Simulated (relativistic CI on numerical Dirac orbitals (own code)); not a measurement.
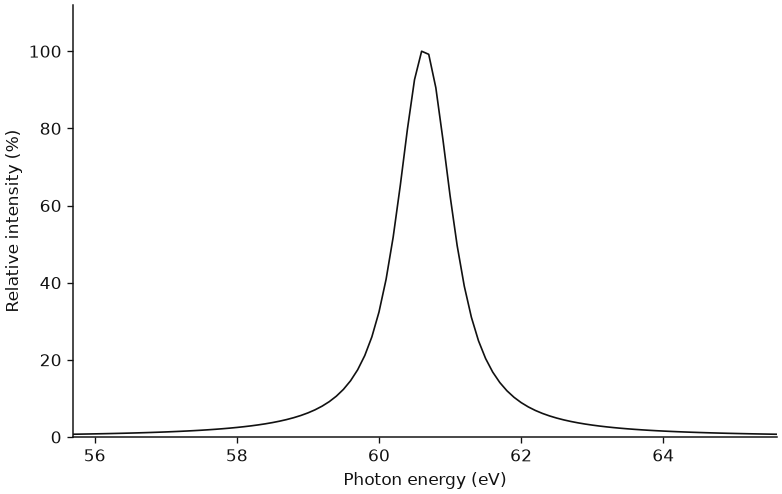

Computed core-level spectrum (absorption) of an ion of charge +6 in a field of Td symmetry with 10Dq = −11,400 cm⁻¹. Multiplet model: relativistic Dirac–Coulomb–Breit theory, one configuration a step, Slater integrals scaled by 0.8, 300 K, Voigt broadening (Lorentzian 0.8 eV, Gaussian 0.3 eV full widths), computed with a radial Dirac CI code.

Which element and which edge or line is it?

Answer. M₂,₃ X-ray absorption of Cr⁶⁺ (chromium, Z = 24), initial configuration [Ar]. The main maxima lie at 60.6 eV (100), heights in % of the largest; the centroid is at 60.6 eV. The ground state has S = 0.00.

Known limits: free-ion energies, so absolute edge positions are off by a few eV from solids; core and valence shell share one n, so the strongest features autoionise and are far broader and can lie several eV off in experiment.
